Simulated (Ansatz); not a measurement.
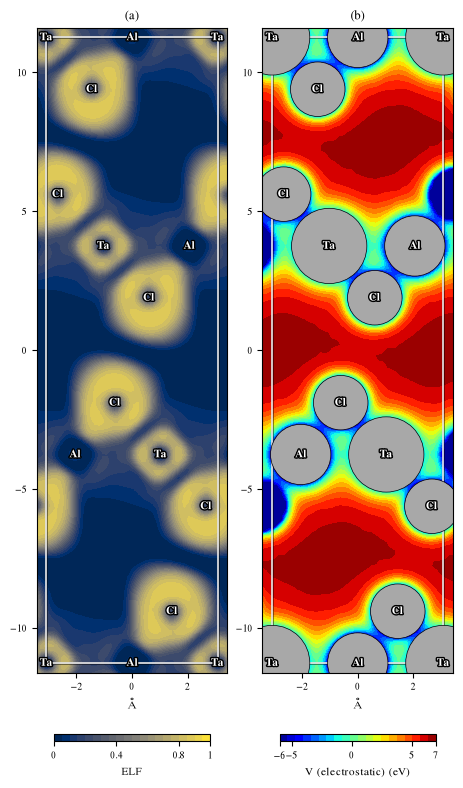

*TaAlCl$_{6}$. (a) ELF; (b) electrostatic potential (local pseudopotential plus Hartree) felt by an electron on the (110) plane of the conventional cell. Grey discs cover the atomic cores in the potential map.*

Space group R-3m; started from the KAsF6_166 prototype, which need not be the ambient phase; spin-polarised.

These are results of DFT PBE, scalar-relativistic, plane waves, PAW (Ansatz 0.2.0), not measurements.

Core electrons are frozen (PAW), and the valence fields are smoothed inside the atomic spheres.

The calculation's input:

```
crystal:
  lattice:
    - [6.3092431885, 3.6426432533, 2.054204702]
    - [-6.3092431885, 3.6426432533, 2.054204702]
    - [0.0, -7.2852865065, 2.054204702]
  atoms:
    - { symbol: Ta, position: [0.5, 0.5, 0.5], spin: 1.17 }
    - { symbol: Al, position: [0.0, 0.0, 0.0] }
    - { symbol: Cl, position: [0.3190608042, 0.3190608042, 0.0630348658] }
    - { symbol: Cl, position: [0.0630348658, 0.3190608042, 0.3190608042] }
    - { symbol: Cl, position: [0.3190608042, 0.0630348658, 0.3190608042] }
    - { symbol: Cl, position: [0.9369651342, 0.6809391958, 0.6809391958] }
    - { symbol: Cl, position: [0.6809391958, 0.6809391958, 0.9369651342] }
    - { symbol: Cl, position: [0.6809391958, 0.9369651342, 0.6809391958] }
basis:
  ecutwfc: 420
kpoints:
  mp_grid: { grid: [6, 6, 6] }
hamiltonian:
  xc: pbe
scf:
  occupations: { method: gaussian, width: 0.1 }
output:
  forces: true
  stress: true
  eigenvalues: true
  populations: true
  write_density: true
  write_potential: true
  elf: true
  volumetric_format: npy
magnetization:
  spin_polarized: true
relax:
  adjacent_minimum: "off"
  f_tol: 0.01
  max_steps: 80
  cell: { stress_tol: 0.05 }
```

Command:

```sh
ansatz run input.yaml --threads 1 --pin off --max-ram 2560MiB --backend cpu --events-out ev --progress --plain --runs-dir out
```

Below, planes, directions and counts refer to the conventional cell (a = 13.00 Å, b = 13.00 Å, c = 6.16 Å, α = 90.00°, β = 90.00°, γ = 120.00°).

The fields are those of the run's last geometry, not of the input's.

> What do the fields say about this system?

The plane passes through Ta, Al and Cl nuclei.
Al–Cl (2.36 Å): the ELF peaks at about 0.85 in the valence shell of Cl, 0.9 Å from its nucleus, and is about 0.80 at the midpoint.
Ta–Cl (2.48 Å): the ELF peaks at about 0.85 in the valence shell of Cl, 0.8 Å from its nucleus, and is about 0.30 at the midpoint.
The features right at Ta lie inside the PAW spheres, where the map follows smoothed inner orbitals and isn't to be read closely.
Outside the cores the potential energy rises away from the atoms and is highest about 3.0 Å from the nearest atoms; its zero is arbitrary.
